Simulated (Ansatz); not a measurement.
# Calculations on C2H6S2

## 1. Relaxation

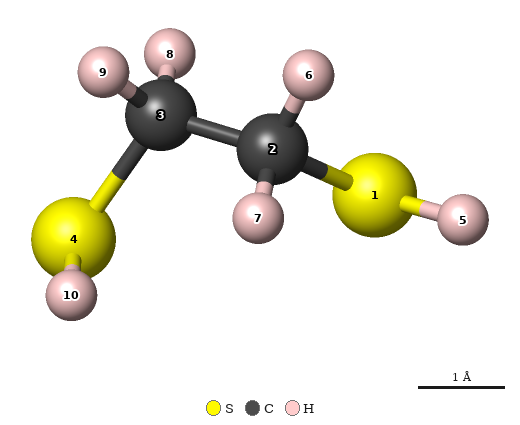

C2H6S2, before the relaxation. Style: ball-and-stick. Shown face on.

The run prepares an end point of a later path (torsion) calculation, from a guessed geometry.

Computed with RKS PBE/STO-3G in Ansatz 0.2.0.

Input file:
```yaml
crystal:
  periodic: [false, false, false]
  atoms:
    - { symbol: S, position_ang: [-1.6163, 0.3517, -1.0509] }
    - { symbol: C, position_ang: [-0.3323, 0.5527, 0.1622] }
    - { symbol: C, position_ang: [0.2516, -0.782, 0.5561] }
    - { symbol: S, position_ang: [1.3612, -1.5465, -0.744] }
    - { symbol: H, position_ang: [-1.9218, 1.6999, -1.1974] }
    - { symbol: H, position_ang: [-0.7621, 1.0486, 1.0472] }
    - { symbol: H, position_ang: [0.4612, 1.2383, -0.2257] }
    - { symbol: H, position_ang: [-0.4496, -1.4743, 0.8823] }
    - { symbol: H, position_ang: [0.9531, -0.6061, 1.4676] }
    - { symbol: H, position_ang: [2.1382, -0.5334, -0.8945] }
basis:
  gaussian: { orbitals: STO-3G }
hamiltonian:
  xc: pbe
relax:
  f_tol: 0.015
  max_steps: 40
```

Command:
```bash
ansatz run input.yaml --threads 1 --pin off --max-ram 2048MiB --backend cpu --events-out ev --progress --plain --runs-dir out
```

Q: Where does the relaxation end?

A: The largest move after the best rigid fit is that of S1, 0.20 Å. By element the largest moves are S 0.20 Å, H 0.15 Å, C 0.09 Å. Near-neighbour distances that change, for instance: S4–H10 1.286 → 1.371 Å, C3–H8 1.038 → 1.109 Å, S1–C2 1.778 → 1.839 Å, C2–C3 1.509 → 1.565 Å. Among the angles between lasting bonds that change: S4–C3–H9 104.4° → 110.9°, C2–C3–H8 114.2° → 109.0°, S4–C3–H8 110.3° → 106.4°. Over 8 accepted moves (9 points after the start) the energy falls by 0.510 eV. Largest force component: 5.5 eV/Å at the start, 0.0084 eV/Å at the end. The line search rejected the trial step at point 7 of the run. The run took 72 s on 1 thread of Intel(R) Xeon(R) Processor @ 2.50GHz (Skylake/Cascade Lake), with other jobs on the host, peak memory 0.11 GiB.

Final geometry:

```xyz
10

S    -1.5076    0.3592   -1.2192
C    -0.3279    0.5966    0.1718
C     0.3384   -0.7594    0.5807
S     1.2443   -1.6166   -0.7628
H    -1.9661    1.6506   -1.1547
H    -0.8514    1.0086    1.0630
H     0.4688    1.3241   -0.1022
H    -0.4494   -1.4606    0.9236
H     1.0048   -0.5682    1.4505
H     2.1293   -0.5854   -0.9478
```

After the run, drawn alike:

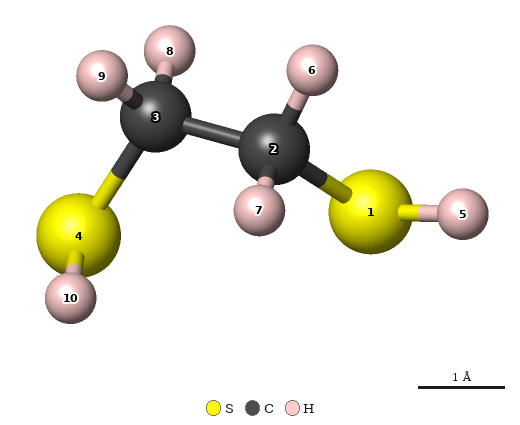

Limits of the set-up: STO-3G is a minimal basis, so the numbers are rough.

## 2. Relaxation

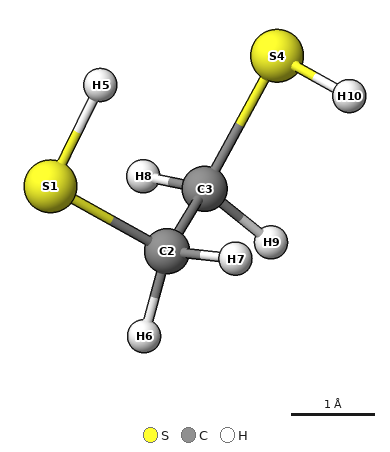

Starting structure of C2H6S2. The picture is a ball-and-stick view, seen from a free direction.

The run prepares an end point of a later path (torsion) calculation, from a guessed geometry.

Computed with RKS PBE/STO-3G in Ansatz.

Input file:
```yaml
crystal:
  periodic: [false, false, false]
  atoms:
    - { symbol: S, position_ang: [-1.6163, 0.3517, -1.0509] }
    - { symbol: C, position_ang: [-0.3323, 0.5527, 0.1622] }
    - { symbol: C, position_ang: [0.78759, 1.41023, -0.37445] }
    - { symbol: S, position_ang: [0.37075, 3.23215, -0.48744] }
    - { symbol: H, position_ang: [-1.9218, 1.6999, -1.1974] }
    - { symbol: H, position_ang: [0.05487, -0.4435, 0.42971] }
    - { symbol: H, position_ang: [-0.75409, 0.98687, 1.10228] }
    - { symbol: H, position_ang: [1.18694, 1.07658, -1.27255] }
    - { symbol: H, position_ang: [1.66636, 1.36148, 0.38664] }
    - { symbol: H, position_ang: [-0.01039, 3.37607, 0.7319] }
basis:
  gaussian: { orbitals: STO-3G }
hamiltonian:
  xc: pbe
relax:
  f_tol: 0.015
  max_steps: 40
```

Run as
```bash
ansatz run input.yaml --threads 1 --pin off --max-ram 2048MiB --backend cpu --events-out ev --progress --plain --runs-dir out
```

> Predict the outcome.

After 6 accepted moves (7 points after the start) the energy has fallen by 13.3 kcal/mol. Largest force component: 4.9 eV/Å at the start, 0.012 eV/Å at the end. The line search rejected the trial step at point 6 of the run. The atom that moves furthest after the best rigid fit is H5 (0.37 Å). Largest moves by element: H 0.37 Å, S 0.26 Å, C 0.08 Å. Among the contacts that change: S4–H10 1.286 → 1.373 Å, C3–H8 1.038 → 1.109 Å, C2–C3 1.509 → 1.573 Å, C3–H9 1.164 → 1.111 Å. Bond angles that change, for instance: C2–S1–H5 96.9° → 89.2°, S4–C3–H9 104.4° → 110.6°, C2–C3–H8 114.2° → 109.4°. Groups turn about S1–C2 by about 25°.

The structure at the end:

```xyz
10

S    -1.7935    0.4976   -0.9349
C    -0.3515    0.4921    0.1916
C     0.8010    1.4427   -0.2997
S     0.2396    3.1511   -0.6769
H    -1.5810    1.8496   -1.1672
H     0.0518   -0.5397    0.2598
H    -0.6387    0.7942    1.2248
H     1.2304    1.0451   -1.2417
H     1.6136    1.4570    0.4584
H    -0.1401    3.4145    0.6157
```

After the run, drawn alike:

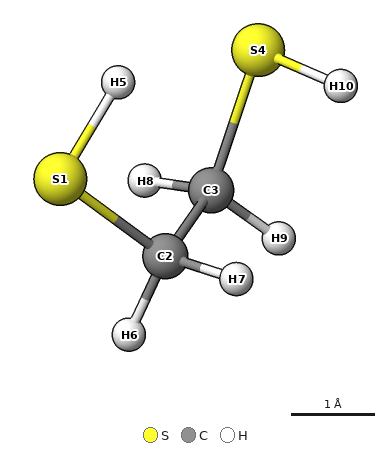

Limits of the set-up: STO-3G is a minimal basis, so the numbers are rough.

## 3. Path

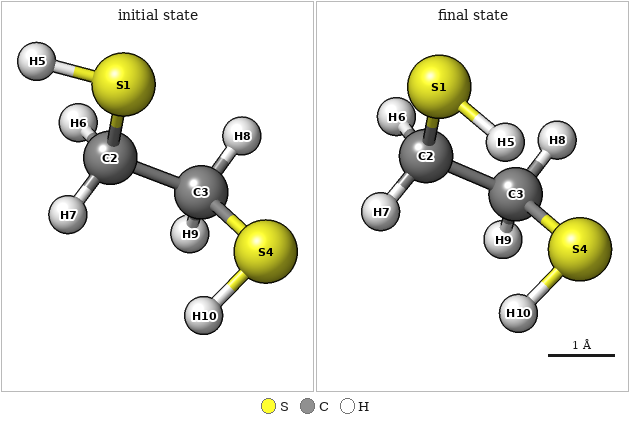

The two relaxed end points of a path for C₂H₆S₂. The picture is a ball-and-stick view, seen from a free direction.

Level of theory: Ansatz, RKS PBE/STO-3G.

Set-up: 7 movable images; climbing image; force threshold 0.03 eV/Å; iteration limit 45.

Start:
```xyz
10

S    -1.5082    0.3585   -1.2187
C    -0.3280    0.5966    0.1717
C     0.3388   -0.7591    0.5809
S     1.2442   -1.6167   -0.7627
H    -1.9668    1.6498   -1.1545
H    -0.8511    1.0088    1.0630
H     0.4686    1.3242   -0.1029
H    -0.4488   -1.4603    0.9244
H     1.0056   -0.5675    1.4503
H     2.1289   -0.5854   -0.9485
```

End:
```xyz
10

S    -1.6199    0.9355   -0.9106
C    -0.3658    0.8012    0.4152
C     0.2185   -0.6529    0.5473
S     0.8289   -1.3510   -1.0389
H    -0.8878    0.0302   -1.6666
H    -0.8305    1.0804    1.3837
H     0.4811    1.5058    0.2497
H    -0.5780   -1.3396    0.8994
H     1.0252   -0.6565    1.3118
H     1.8115   -0.4042   -1.1882
```

> What barrier does the band find between them, and by what path?

The energy climbs by 0.038 eV to image 3 and then falls by 0.174 eV, so the end point sits at −0.136 eV. The motion is a rotation about the S1–C2 bond by about 150°. No bond forms or breaks between the ends. The band converged in 7 iterations, with a climbing image at the top. At the top, the vibrational analysis gives one imaginary mode (193i cm⁻¹), as a transition state must have.

Energies of the converged images:

| image | path (Å) | E (eV) |
| --- | --- | --- |
| 0 | 0.00 | 0.000 |
| 1 | 0.33 | 0.009 |
| 2 | 0.67 | 0.028 |
| 3 | 1.00 | 0.038 |
| 4 | 1.40 | 0.019 |
| 5 | 1.80 | -0.024 |
| 6 | 2.19 | -0.070 |
| 7 | 2.59 | -0.112 |
| 8 | 2.99 | -0.136 |

The geometry at the top of the path:

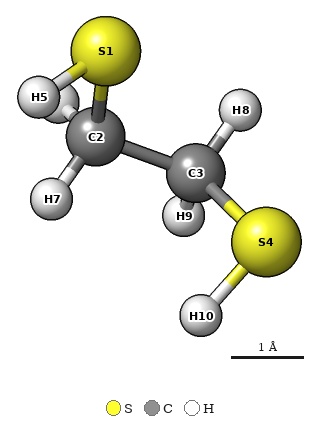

Limits of the set-up: STO-3G is a minimal basis, so the numbers are rough.
